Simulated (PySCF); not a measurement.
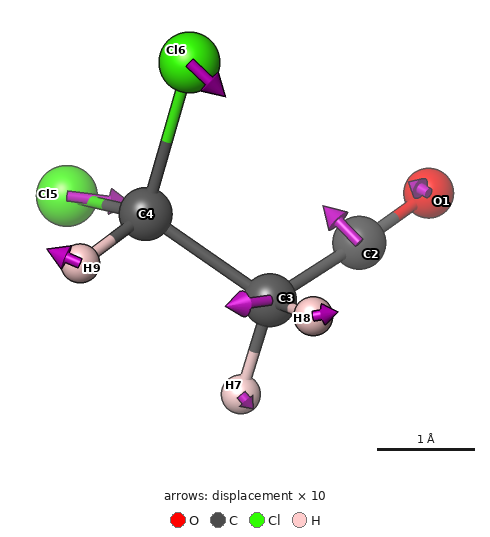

A relaxation of C3H3Cl2O (charge +1). The starting structure is drawn; purple arrows show the displacements, 10 times their true length. The two geometries are superimposed by the best rigid fit.

A ball-and-stick model, seen at a tilt.

The start comes from GFN2-xTB.

These are results of PySCF, PBE0-D3(BJ)/def2-SVP geometry optimisation, gas phase, not measurements. 

### Describe the change and its energy.

The largest move after the best rigid fit is that of Cl5, 0.070 Å. By element the largest moves are Cl 0.070 Å, C 0.059 Å, H 0.039 Å, O 0.030 Å. Near-neighbour distances that change, for instance: C2–C3 1.384 → 1.439 Å, C3–C4 1.579 → 1.542 Å, C4–Cl5 1.783 → 1.763 Å, C3–H7 1.101 → 1.108 Å. Among the angles between lasting bonds that change: C4–C3–H7 108.6° → 112.3°, C2–C3–H7 109.8° → 106.9°, C2–C3–C4 111.7° → 108.9°. Over 5 geometry steps the energy falls by 0.094 eV. The largest force component goes from 2 to 0.014 eV/Å. The run took of the order of 26 core-seconds on a shared host.
